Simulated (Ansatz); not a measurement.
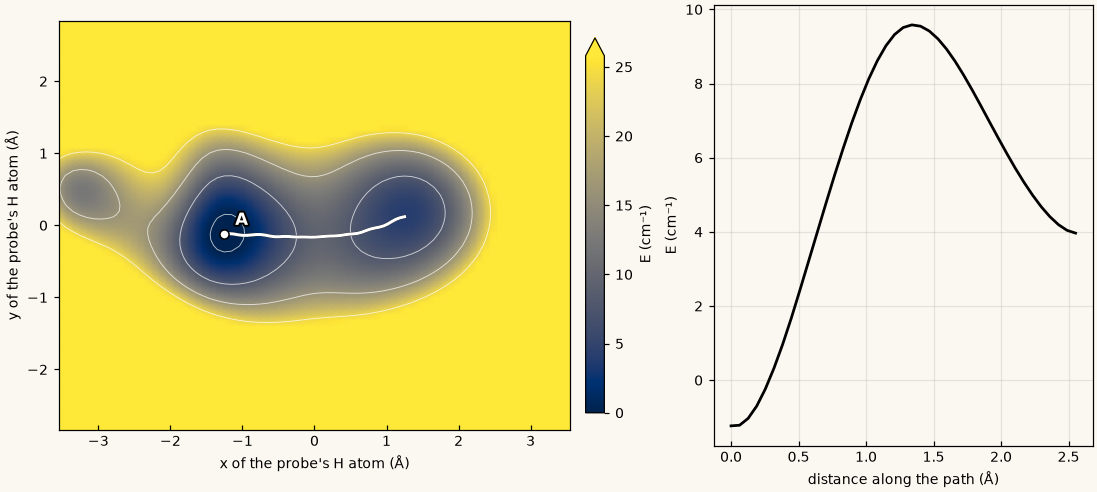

BBrGeH₂O (SMILES Br[B]1[O][GeH2]1) with the probe H2. The probe is moved over a plane parallel to the molecule's main plane, 3.76 Å above it. First axis: x of the probe's H atom. Second axis: y of the probe's H atom. Nothing is relaxed (molecule and probe rigid, the probe upright with H nearest the plane). The grid has 11 × 9 points. Points are written as (first, second). All energies are given in cm⁻¹ relative to the lowest grid point. These are results of RKS PBE-D4/def2-SVPD in Ansatz 0.2.0, not measurements.

The picture shows a smooth colour map with a few white contour lines, a line along the lowest path, one colour for all values above the top of the scale, the energy along the path at the right, the start A. Between grid points the surface is interpolated.

Question: Describe the path and its barrier.

Answer: The easiest path leads from the well at about (−1.25 Å, −0.12 Å) to the well at about (1.25 Å, 0.12 Å), about 5.2 cm⁻¹ higher. Its highest point lies about 11 cm⁻¹ above the bottom of the first well on the interpolated surface, at about (0.08 Å, −0.16 Å). Seen from the upper well the barrier is about 5.6 cm⁻¹. This is the barrier on the constrained surface; relaxing the other coordinates would change it.
